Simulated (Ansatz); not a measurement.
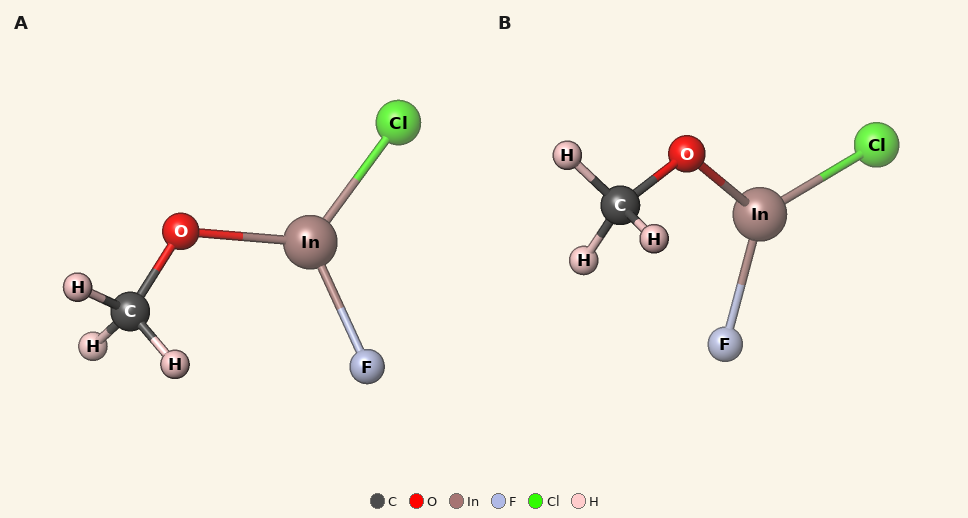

Distant atoms are faded towards the background colour. Computed geometry: PBE0-D4/def2-TZVP optimisation.

> Are A and B the same structure? If not, how do they differ?

No. They are mirror images that no rotation superimposes: the geometry of CH3ClFInO is chiral (C1). Their energies are equal.
